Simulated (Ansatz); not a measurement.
GaN$_{2}$ (charge −1)

```yaml
atoms:
  - { symbol: Ga, position_ang: [1.3692, 0.0926, -0.0364] }
  - { symbol: N, position_ang: [-0.6430, -0.6414, 0.0701] }
  - { symbol: N, position_ang: [-0.7262, 0.5489, -0.0337] }
```

Geometry: r2SCAN-D4/def2-TZVPD; the highest occupied orbital lies above zero, a sign that basis and functional describe the outermost electron poorly.

Method: RKS PBE0-D4/def2-TZVPD (Ansatz 0.2.0).

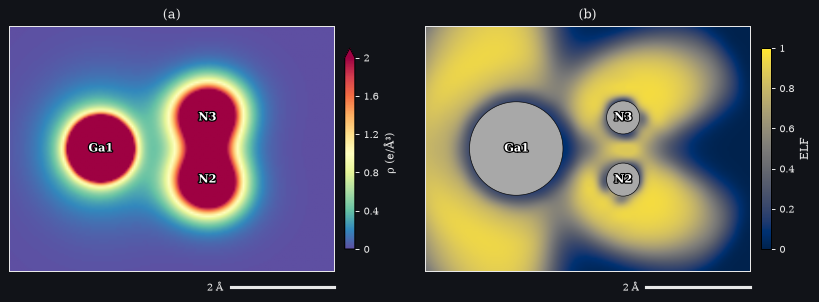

Figure 1. (a) total electron density; (b) ELF on the molecular plane. Grey discs cover the atomic cores in the ELF map.

Read the bonding off the picture.

- The section cuts through Ga and N sites.
- N–N (1.20 Å): the density is about 3.7 e/Å³ at the midpoint; the ELF peaks at about 0.85 between the atoms; a short, multiple covalent bond.
- Ga–N (2.14 Å): ρ is about 0.44 e/Å³ halfway; the ELF peaks at about 0.80 in the valence shell of N, 0.6 Å from its nucleus, and is about 0.20 at the midpoint.
- The ELF also peaks beside N2 and N3, away from the bonds: lone-pair regions.

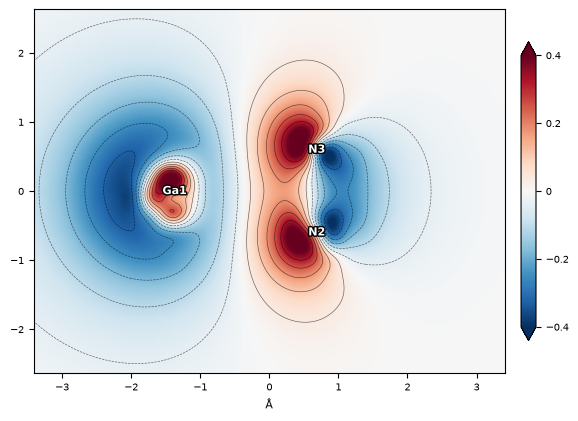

Figure 2. The HOMO−1 on the molecular plane (values in Å⁻³ᐟ²; the overall sign is arbitrary).

What is the character of this orbital?

Its weight (Hirshfeld) is mainly on Ga1 (about 85 %), N2 (about 10 %) and N3 (about 10 %); it is symmetric in the molecular plane (an in-plane orbital: σ, lone-pair or in-plane π type). Its energy is −1.86 eV.

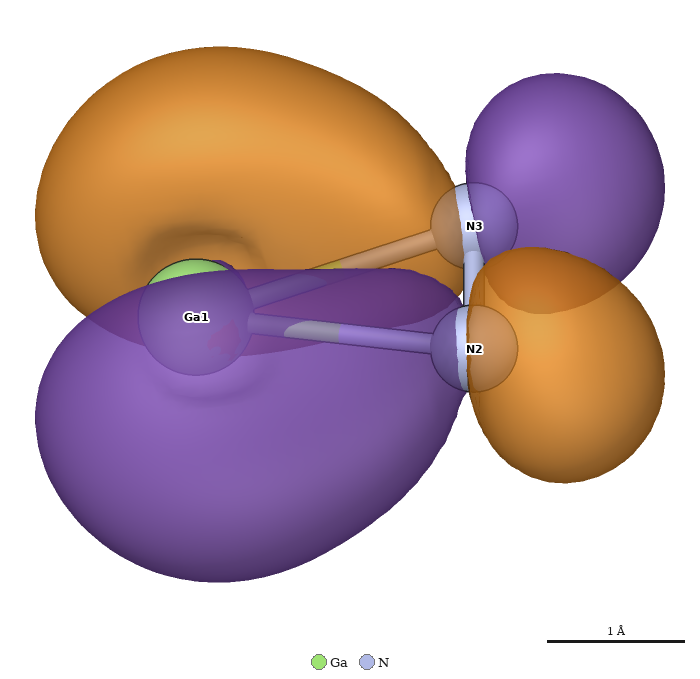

Figure 3. The HOMO at ±0.1 Å⁻³ᐟ² (orange and purple are the two phases), seen at an oblique angle.

Describe this orbital and give its energy.

Its weight (Hirshfeld) is mainly on Ga1 (about 50 %), N2 (about 25 %) and N3 (about 25 %); it is symmetric in the molecular plane (an in-plane orbital: σ, lone-pair or in-plane π type). Its energy is 1.51 eV.
